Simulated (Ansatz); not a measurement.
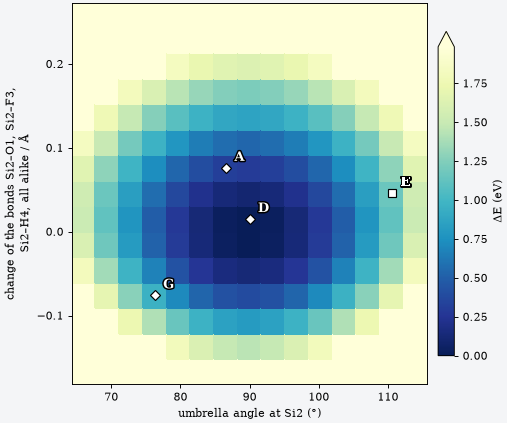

FHOSi, SMILES O=[SiH]F. The first coordinate is: umbrella angle at Si2 (between each of its bonds and their common axis; 90 is planar); the second: change of the bonds Si2–O1, Si2–F3, Si2–H4, all alike. Nothing is relaxed (all other coordinates rigid). The grid has 15 × 15 points; 120 points were computed and 105 follow by symmetry. Points are written as (first, second). All energies are given in eV relative to the lowest grid point. These are results of Ansatz, RKS PBE0-D4/def2-TZVP, not measurements.

The picture shows one coloured cell a grid point, one colour for all values above the top of the scale, lettered points.

Question: Is A the lowest point of the computed grid?

Answer: No. A lies 0.32 eV above the lowest grid point, which is at (90.0°, 0.015 Å).

Question: Rank the lettered points by energy, lowest first.

Answer: D (0.00 eV), A (0.32 eV), G (0.96 eV), E (1.16 eV).

Question: What kind of point is each of A, E, G: minimum, saddle, maximum or slope?

Answer: A: on a slope; E: on a slope; G: on a slope. (In these two coordinates alone; a stationary point may lie a little off the grid point.)
